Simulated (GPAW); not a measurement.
# Screening of a field by H/Ni(111), part 2 of 2

How does H/Ni(111) screen a perpendicular field?

GPAW 26.7.0; GPAW, PAW setups; slab in vacuum, relaxation (the session's first sound run).

So far, dipole along the normal (e·Å): step 2 (relaxing the atoms) 0.00224; step 3 (the slab's potential) 0.00213; step 4 (field on) -0.0531.

### Step 5. Field on

The input, run.py:

```python
import json
import numpy as np
from ase import Atoms
from gpaw import GPAW, PW
from gpaw.external import ConstantElectricField

slab = Atoms(
    ['Ni', 'Ni', 'Ni', 'Ni', 'H'],
    positions=[
        [0.00000, 0.00000, 7.00000],
        [1.24451, 0.71852, 9.03227],
        [2.48902, 1.43703, 11.06928],
        [0.00000, 0.00000, 13.14642],
        [1.24451, 0.71852, 14.01992]],
    cell=[[2.48902, 0.0, 0.0], [1.24451, 2.15555, 0.0], [0.0, 0.0, 20.79234]],
    pbc=[True, True, False],
    magmoms=[0.7, 0.7, 0.7, 0.7, 0.0])

slab.calc = GPAW(mode=PW(500), xc='PBE', kpts={'size': (14, 14, 1), 'gamma': True},
                 occupations={'name': 'fermi-dirac', 'width': 0.1}, nbands='160%',
                 convergence={'density': 1e-05}, maxiter=200,
                 poissonsolver={'dipolelayer': 'xy'},
                 external=ConstantElectricField(-0.1, [0, 0, 1]),
                 symmetry={'tolerance': 1e-3}, txt='slab.txt')
result = {}
energy = slab.get_potential_energy()
fermi = slab.calc.get_fermi_level()
v = slab.calc.get_electrostatic_potential().mean((0, 1)) - fermi
n = slab.calc.get_pseudo_density().mean((0, 1))
L = slab.cell[2, 2]
z = np.arange(len(v)) * L / len(v)
low, high = slab.positions[:, 2].min(), slab.positions[:, 2].max()
below, above = np.interp([low - 4.8, high + 4.8], z, v)
slopes = [np.interp(x, z, np.gradient(v, z)) for x in (low - 4.8, high + 4.8)]
eps = np.array([[slab.calc.get_eigenvalues(k, s) for k in range(len(slab.calc.get_ibz_k_points()))]
                for s in range(slab.calc.get_number_of_spins())]) - fermi
top, bottom = eps[eps < 0].max(), eps[eps > 0].min()
dipole = slab.get_dipole_moment()[2]
print(f'energy {energy:.4f} eV, Fermi level {fermi:.4f} eV, dipole {dipole:.5f} e A')
print(f'potential 4.8 A off the faces, from the Fermi level: lower {below:.4f} eV, upper {above:.4f} eV')
print(f'slope of the potential there: lower {slopes[0]:.5f}, upper {slopes[1]:.5f} eV/A')
print(f'nearest levels on the mesh: {top:.4f} and {bottom:.4f} eV')
print('magnetic moment', round(slab.get_magnetic_moment(), 3))
result.update(energy=energy, fermi=fermi, dipole=dipole, below=below, above=above, slopes=slopes, edges=[top, bottom],
              z=z.tolist(), v=v.tolist(), n=n.tolist(), positions=slab.positions.tolist(),
              forces=slab.get_forces(apply_constraint=False).tolist(), moments=slab.get_magnetic_moments().tolist())
json.dump(result, open('result.json', 'w'))
```

Launch:

```bash
$ OMP_NUM_THREADS=1 OPENBLAS_NUM_THREADS=1 python run.py
```

Output:

```text
energy -31.7307 eV, Fermi level 0.4780 eV, dipole -0.02557 e A
potential 4.8 A off the faces, from the Fermi level: lower 4.5979 eV, upper 5.4598 eV
slope of the potential there: lower -0.00019, upper 0.00021 eV/A
nearest levels on the mesh: -0.0016 and 0.0054 eV
magnetic moment 2.0
```

The job ended after 71 min (1 thread of Intel Xeon Platinum 8259CL at 2.50GHz (Skylake/Cascade Lake), shared host; peak memory 0.79 GiB).

Numbers from this step:

```
dipole along the normal                                         : -0.02557 e·Å
levels nearest the Fermi level on the mesh                      : -0.001571, 0.005380 eV from the Fermi level
site moments                                                    : 0.7129, 0.7049, 0.6155, 0.09115, -0.001687 μB
sum of the site moments                                         : 2.123 μB
potential below the slab, the applied field's own ramp left out : 4.598 eV from the Fermi level
potential above the slab, the applied field's own ramp left out : 5.460 eV from the Fermi level
```

The electrostatic potential energy of an electron (without an applied field's), less the Fermi level, planar mean oscillates, so the rows of the table below give means over windows of 2 Å about each position, cut where the curve ends. Its maxima inside the range that stand out by 2 % of the span (Å: eV): 8.0: -0.557, 10.0: -0.391, 12.1: 0.225. Its minima: 7.0: -19.1, 9.0: -19.1, 11.1: -18.8, 13.2: -18.7.

Table of electrostatic potential energy of an electron (without an applied field's), less the Fermi level, planar mean by z; means over each step:

| z (Å) | electrostatic potential energy of an electron (without an applied field's), less the Fermi level, planar mean (eV) |
| --- | --- |
| 0 | 4.68 |
| 2 | 4.60 |
| 4 | 4.55 |
| 6 | -2.60 |
| 8 | -8.56 |
| 10 | -8.35 |
| 12 | -7.67 |
| 14 | -4.96 |
| 16 | 5.37 |
| 18 | 5.46 |
| 20 | 5.43 |

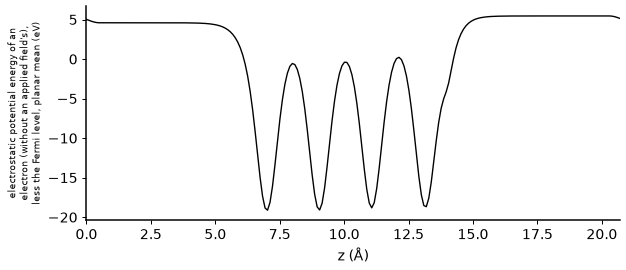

Electrostatic potential energy of an electron (without an applied field's), less the Fermi level, planar mean against z.

Force by atom:

| atom | x (eV/Å) | y (eV/Å) | z (eV/Å) | size |
| --- | --- | --- | --- | --- |
| Ni1 | 0.0000 | 0.0001 | 0.0937 | 0.0937 |
| Ni2 | 0.0000 | 0.0000 | -0.0894 | 0.0894 |
| Ni3 | 0.0000 | 0.0000 | 0.0037 | 0.0037 |
| Ni4 | 0.0000 | 0.0000 | -0.0009 | 0.0009 |
| H5 | 0.0000 | 0.0000 | -0.0057 | 0.0057 |

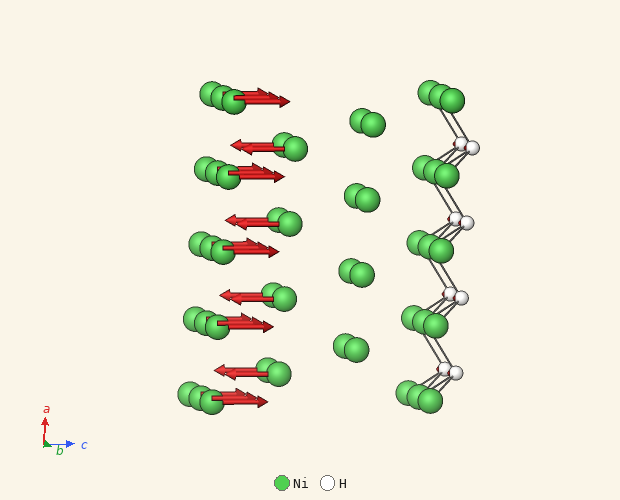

Force as arrows, the longest 0.0937 eV/Å. Bonds to atoms that aren't drawn are left out. 4×2×1 cells are drawn. Some periodic images of atoms are drawn too.

The dipole is now -0.0256 e Å, against 0.0021 in the run without a field.

### Step 6. Field on

Edit run.py of step 5 so:

```diff
@@ -22,3 +22,3 @@
                  poissonsolver={'dipolelayer': 'xy'},
-                 external=ConstantElectricField(-0.1, [0, 0, 1]),
+                 external=ConstantElectricField(-0.05, [0, 0, 1]),
                  symmetry={'tolerance': 1e-3}, txt='slab.txt')
```

Output:

```text
energy -31.7297 eV, Fermi level 0.4675 eV, dipole -0.01192 e A
potential 4.8 A off the faces, from the Fermi level: lower 4.8465 eV, upper 5.2482 eV
slope of the potential there: lower -0.00032, upper 0.00028 eV/A
nearest levels on the mesh: -0.0014 and 0.0051 eV
magnetic moment 2.0
```

Wall time 55 min (1 thread); peak memory 0.8 GiB.

### Step 7. In a field

Edit run.py of step 6 so:

```diff
@@ -22,3 +22,3 @@
                  poissonsolver={'dipolelayer': 'xy'},
-                 external=ConstantElectricField(-0.05, [0, 0, 1]),
+                 external=ConstantElectricField(0.05, [0, 0, 1]),
                  symmetry={'tolerance': 1e-3}, txt='slab.txt')
```

Output:

```text

```

Run time: 71 min. Hardware: 1 thread; peak memory 0.75 GiB.

The run was cut off at its time limit.

### Step 8. Field on

Edit run.py of step 7 so:

```diff
@@ -22,3 +22,3 @@
                  poissonsolver={'dipolelayer': 'xy'},
-                 external=ConstantElectricField(0.05, [0, 0, 1]),
+                 external=ConstantElectricField(0.1, [0, 0, 1]),
                  symmetry={'tolerance': 1e-3}, txt='slab.txt')
```

Output:

```text

```

Run time: 50 min. Hardware: 1 thread; peak memory 0.75 GiB.

The run was cut off at its time limit.

### Step 9. In a field

Edit run.py of step 8 so:

```diff
@@ -22,3 +22,3 @@
                  poissonsolver={'dipolelayer': 'xy'},
-                 external=ConstantElectricField(0.1, [0, 0, 1]),
+                 external=ConstantElectricField(0.2, [0, 0, 1]),
                  symmetry={'tolerance': 1e-3}, txt='slab.txt')
```

Output:

```text

```

Elapsed: 20 s, on 1 thread; peak memory 0.44 GiB.

The run was cut off at its time limit.

### Step 10. Field on

Edit run.py of step 9 so:

```diff
@@ -22,3 +22,3 @@
                  poissonsolver={'dipolelayer': 'xy'},
-                 external=ConstantElectricField(0.2, [0, 0, 1]),
+                 external=ConstantElectricField(0.3, [0, 0, 1]),
                  symmetry={'tolerance': 1e-3}, txt='slab.txt')
```

Output:

```text

```

Run time: 20 s. Hardware: 1 thread; peak memory 0.44 GiB.

The run was cut off at its time limit.

### Step 11. The series

The members are put on one axis.

This step: induced dipole against applied field (GPAW 26.7.0).

Dipole along the normal against field:

| field (V/Å) | dipole along the normal (e·Å) |
| --- | --- |
| -0.2000 | -0.0531 |
| -0.1000 | -0.0256 |
| -0.0500 | -0.0119 |
| 0.0000 | 0.00213 |

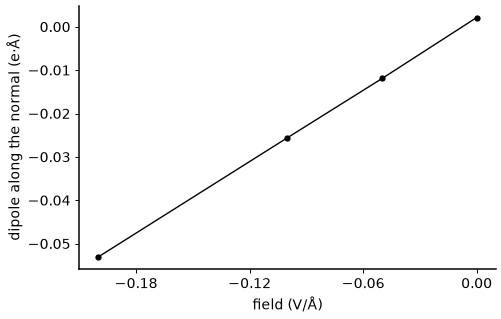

Dipole along the normal, plotted against field.

### Step 12. What came out

```json
{"work function, upper and lower face": "5.034 and 5.098 eV", "dipole along the normal": "0.00213 e Å", "induced dipole per field": "0.274 e Å per V/Å", "out-of-plane polarisability per area, α/(ε0 A)": "9.25 Å"}
```

In words: The field induces 0.274 e Å per V/Å, a polarisable thickness α/(ε0 A) of 9.25 Å beside 7.02 Å between the outermost nuclei. A perfect conductor would give the distance between its two image planes; a dielectric of thickness t gives t(1 - 1/ε). The two faces differ by 0.064 eV, the step that the slab's dipole makes (e p/(ε0 A) gives 0.072 eV), so the dipole layer is needed. The induced dipole is linear in the field over this range. The cell of 5.37 Å² holds one H, started on one chosen site; other sites and coverages weren't tried. The small printed dipole stands for a step of -72 meV from the lower to the upper face, and the probes find -64 meV; values this small are near the numerical noise of both. One magnetic start was tried; another order may lie lower. The in-plane lattice was kept as typed, which isn't the functional's own and leaves some strain; spin-orbit coupling and temperature are left out.

[Logs are printed without paths, hosts, clocks, repeated set-up lines and the standing remarks that a program may print on its own settings, such as how far it seeks lower states.]

[Hosts, paths, dates, database ids (printed as entryN), source tags and the programs' standing remarks are cut or masked in the printed files.]
